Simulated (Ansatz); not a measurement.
# AlBClH3: rigid scan of one bond length from a Python script

Aim: a rigid scan of one bond length, for AlBClH3, run from a script.

Computed with the Python package of Ansatz 0.2.0. Level of theory: PBE0/def2-SVP.

**1. The system**

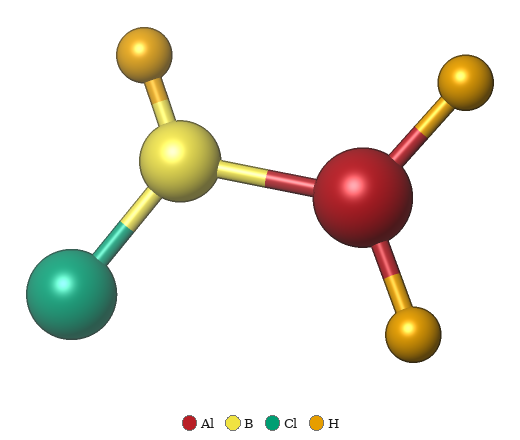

The starting structure, viewed from a chosen angle; aluminium red, boron yellow, chlorine teal, hydrogen amber.

The script reads albclh3.xyz:

```xyz
6

Al   -0.67330    0.40050   -0.56820
B     0.74940   -0.29510    0.66150
Cl    1.15440   -2.08090    0.59890
H    -1.40970   -0.52660   -1.58550
H    -1.09670    1.98950   -0.55560
H     1.31780    0.44860    1.40280
```

**2. The code**

The input, scan.py:

```python
# -*- coding: utf-8 -*-
"""Stretching a bond of AlBClH3, the rest held rigid."""

import ansatz as az
import matplotlib.pyplot as plt
import numpy as np

geometry = az.Crystal.molecule_from_extxyz("albclh3.xyz")

symbols = [site.symbol for site in geometry.cartesian_sites]
start = np.array([site.position_ang for site in geometry.cartesian_sites])
axis = (start[4] - start[0]) / np.linalg.norm(start[4] - start[0])
moving = [4]
lengths, energies = [1.447, 1.513, 1.579, 1.644, 1.71, 1.776, 1.842, 1.94], []
for length in lengths:
    xyz = start.copy()
    xyz[moving] += (length - np.linalg.norm(start[4] - start[0])) * axis
    point = az.Crystal.molecule()
    for symbol, place in zip(symbols, xyz):
        point = point.atom(symbol, place.tolist())
    base = (
        point.calculation()
        .basis(gaussian="def2-SVP")
        .functional("pbe0")
    )
    summary = base.run().report
    energies.append(summary["free_energy_ev"])
    print(f"r = {length:6.3f} A  E = {energies[-1]:.5f} eV  <S^2> = {abs(summary['mean_field']['state']['spin_squared']):.3f}")

# quartic fit about the minimum
fit = np.polynomial.Polynomial.fit(lengths, np.array(energies) - min(energies), 4).convert()
roots = [r.real for r in fit.deriv().roots() if abs(r.imag) < 1e-9 and fit.deriv(2)(r.real) > 0]
r_e = min(roots, key=lambda r: abs(r - lengths[int(np.argmin(energies))]))
print(f"minimum of the fit at {r_e:.4f} A, force constant {fit.deriv(2)(r_e):.2f} eV/A^2")
plt.figure(figsize=(4.5, 3))
plt.plot(lengths, np.array(energies) - min(energies), "o-")
plt.xlabel("bond length (A)")
plt.ylabel("E - E(min) (eV)")
plt.tight_layout()
plt.savefig("scan.png", dpi=100)
```

**3. What the engine is handed**

The engine receives this input (first run):

```yaml
crystal:
  periodic: [false, false, false]
  atoms:
    - { symbol: Al, position_ang: [-0.6733, 0.4005, -0.5682] }
    - { symbol: B, position_ang: [0.7494, -0.2951, 0.6615] }
    - { symbol: Cl, position_ang: [1.1544, -2.0809, 0.5989] }
    - { symbol: H, position_ang: [-1.4097, -0.5266, -1.5855] }
    - { symbol: H, position_ang: [-1.0458530739270246, 1.7986739123052484, -0.5571131584046279] }
    - { symbol: H, position_ang: [1.3178, 0.4486, 1.4028] }
basis:
  gaussian:
    orbitals: def2-SVP
hamiltonian:
  xc: pbe0
```

**4. The run**

Command:

```
> python scan.py
```

Log:

```text
r =  1.447 A  E = -19828.90844 eV  <S^2> = 0.000
r =  1.513 A  E = -19829.03883 eV  <S^2> = 0.000
r =  1.579 A  E = -19829.08992 eV  <S^2> = 0.000
r =  1.644 A  E = -19829.08004 eV  <S^2> = 0.000
r =  1.710 A  E = -19829.02292 eV  <S^2> = 0.000
r =  1.776 A  E = -19828.92957 eV  <S^2> = 0.000
r =  1.842 A  E = -19828.80892 eV  <S^2> = 0.000
r =  1.940 A  E = -19828.59405 eV  <S^2> = 0.000
minimum of the fit at 1.5989 A, force constant 13.09 eV/A^2
```

Wall time 5.9 s (1 thread of Intel Xeon Platinum 8559C (Emerald Rapids), shared host); peak memory 0.23 GiB.

**5. What changed from run to run**

The engine's inputs for some of the other runs:

Run 4, against run 1:

```diff
@@ -8 +8 @@
-    - { symbol: H, position_ang: [-1.0458530739270246, 1.7986739123052484, -0.5571131584046279] }
+    - { symbol: H, position_ang: [-1.0965738448763154, 1.9890265458395495, -0.5556037542620652] }
```

Run 6, against run 1:

```diff
@@ -8 +8 @@
-    - { symbol: H, position_ang: [-1.0458530739270246, 1.7986739123052484, -0.5571131584046279] }
+    - { symbol: H, position_ang: [-1.1305593360707642, 2.1165724728777615, -0.5545923768670485] }
```

Run 8, against run 1:

```diff
@@ -8 +8 @@
-    - { symbol: H, position_ang: [-1.0458530739270246, 1.7986739123052484, -0.5571131584046279] }
+    - { symbol: H, position_ang: [-1.1727837342214429, 2.2750386246525096, -0.55333581707324] }
```

**6. The engine's runs**

The 8 runs, in the order started:

```
run  distance (Å)  energy from run 3 (eV)  SCF cycles  CPU time (s)
  1          1.45                  0.1815          15          0.62
  2          1.51                  0.0511          15          0.63
  3          1.58                  0.0000          15          0.63
  4          1.64                  0.0099          15          0.62
  5          1.71                  0.0670          15          0.61
  6          1.78                  0.1603          15          0.61
  7          1.84                  0.2810          15          0.62
  8          1.94                  0.4959          15          0.61
```

**7. What came out**

| quantity | value |
| --- | --- |
| bond length at the fit's minimum | 1.5989 Å |
| runs compared | 8 |
| range of energy | 0.496 eV |
| lowest point, distance (Å) | 1.58 |

The lowest point, at 1.58, lies inside the range. The ends stand 0.181 and 0.496 eV above it. The distance scanned is the script's pair 0, 4. Caveats:
- The rest of the molecule is held rigid at a force-field or estimated start geometry, and the basis set is modest; single-reference methods fail as a bond breaks.
- The orbitals are restricted, so S² is zero by construction.
